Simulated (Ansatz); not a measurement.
| atom | x (Å) | y (Å) | z (Å) |
| --- | --- | --- | --- |
| Al | -0.8402 | -0.6070 | -0.2705 |
| H | -0.0891 | 1.2331 | -0.8704 |
| Cl | -0.0030 | -1.8162 | -1.7251 |
| Cl | -2.7312 | 0.2157 | -0.4690 |
| H | 1.3518 | 0.0392 | 1.4457 |
| F | -0.2057 | -0.7136 | 1.2614 |
| H | 0.5215 | 1.0396 | -0.4537 |
| F | 1.9958 | 0.6093 | 1.0817 |

The product side of a reaction path; geometry: PBE0-D4/def2-TZVP.

These are results of Ansatz, RKS PBE0-D4/def2-TZVPP, not measurements.

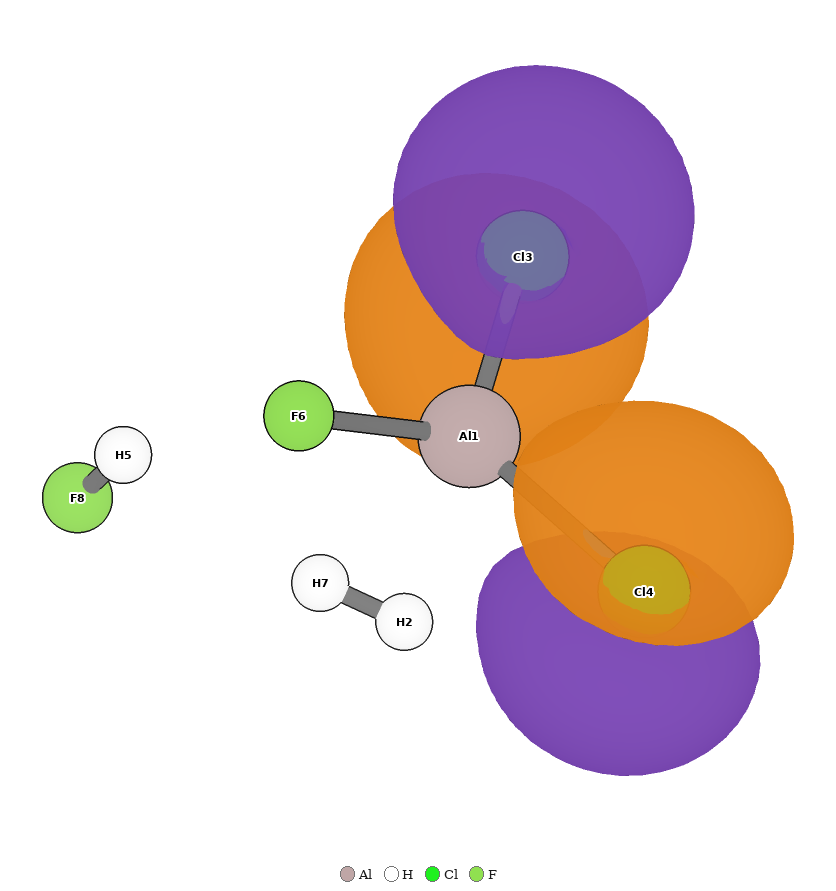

AlCl$_{2}$F···H$_{2}$···HF. The HOMO−1 at ±0.08 Å⁻³ᐟ² (orange and purple are the two phases), seen across its widest extent.

**Where does this orbital lie, and at what energy?**

It lies mainly on Cl3 (about 60 %) and Cl4 (about 35 %). Its energy is −9.88 eV.
